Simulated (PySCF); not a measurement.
C3H9ISi, SMILES `C[Si](C)(C)I`.

Level of theory: PBE/def2-TZVP (PySCF), at a geometry from GFN2-xTB. Core potentials replace the inner electrons of I; spin–orbit coupling isn't included. No frequency check shows the geometry to be a minimum. A basis without diffuse functions makes polarisabilities too small. GFN2-xTB bond lengths at metals and heavier atoms can be off by up to 0.1 Å and shapes distorted, which carries into these values.

Cartesian coordinates (Å):

```
C1       1.7823   -0.3243    1.7899
Si2      1.2448    0.0000    0.0000
C3       1.7823   -1.3880   -1.1758
C4       1.7824    1.7122   -0.6141
I5      -1.2555    0.0000    0.0000
H6       1.4064   -1.2795    2.1456
H7       2.8646   -0.3386    1.8803
H8       1.4068    0.4452    2.4578
H9       1.4061   -2.3516   -0.8436
H10      2.8646   -1.4591   -1.2334
H11      1.4064   -1.2184   -2.1809
H12      1.4065    2.4979    0.0353
H13      2.8646    1.7976   -0.6469
H14      1.4062    1.9063   -1.6147
```

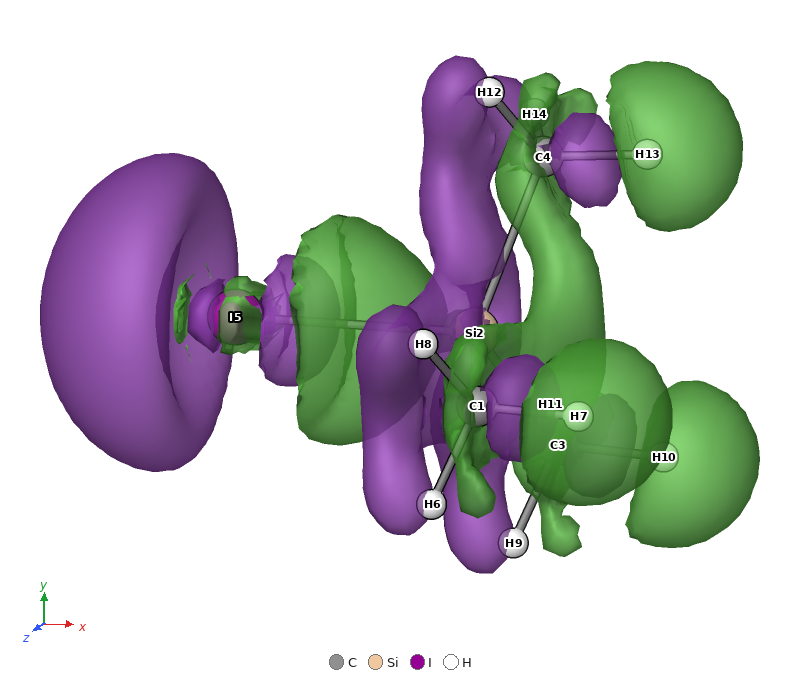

Change of the electron density in a uniform field of 0.21 V/Å, surfaces at ±0.0015 e/Å³ (purple: gain, green: loss).

Along which Cartesian direction does the field point?

Along +x: electrons gather on the −x side, against the field.

What dipole is induced, and what polarisability does it imply?

The induced dipole is 1.17 D (along the field); α along this axis, from the fields in both directions, is 115 bohr³ (17.0 Å³).

Which atoms gain and lose the most charge?

Electrons gather most on I5 (Hirshfeld charge changes by −0.037 e) and leave H7, H10 and H13 alike most (+0.009 e); 0.086 electrons are displaced in all.
